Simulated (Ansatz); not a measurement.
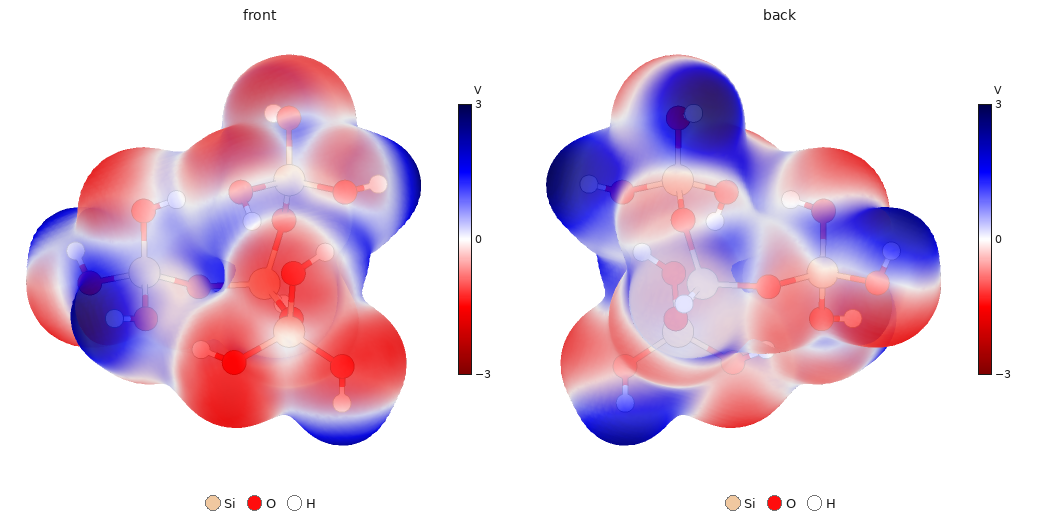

The picture shows: H$_{10}$O$_{12}$Si$_{4}$ (SMILES [SiH](O[Si](O)(O)O)(O[Si](O)(O)O)O[Si](O)(O)O). The molecular electrostatic potential painted on the density surface at 0.002 e/bohr³, seen from the front and from behind; the colour scale runs from red (negative) to blue (positive).

Method: DFT PBE, Gaussian basis def2-SVP in Ansatz 0.2.0.

```xyz
26

Si   -0.4795    1.0324    1.1388
O    -0.4830    2.1784   -0.0584
Si   -1.1339    2.5960   -1.5494
O    -0.8932    1.3033   -2.6050
O    -2.7320    2.9364   -1.4292
O    -0.2872    3.8734   -2.1757
O    -2.0256    0.5991    1.5531
Si   -3.4455   -0.0927    1.0345
O    -4.1143    1.1165    0.0618
O    -3.2178   -1.5260    0.2559
O    -4.4979   -0.3402    2.2893
O     0.3598   -0.3217    0.6020
Si    0.3434   -1.1296   -0.8558
O     1.2660   -0.3427   -2.0166
O     0.9235   -2.6571   -0.6089
O    -1.1932   -1.1346   -1.5131
H     0.2168    1.5568    2.3365
H     0.0499    1.0282   -2.6998
H    -3.2684    2.3386   -0.8442
H    -0.4481    4.7227   -1.7301
H    -5.0078    0.9122   -0.2688
H    -2.5331   -1.5029   -0.4681
H    -4.4739   -1.2450    2.6457
H     2.2245   -0.3097   -1.8511
H     0.8771   -2.9608    0.3141
H    -1.3275   -0.3014   -2.0565
```

> Describe the electrostatic potential map.

The most negative region (about −1.5 V, or −35 kcal/mol for a unit charge) lies over O5, the most positive (about +2.8 V, or +65 kcal/mol for a unit charge) over H24 and H25. O5 is the likeliest acceptor of a hydrogen bond.
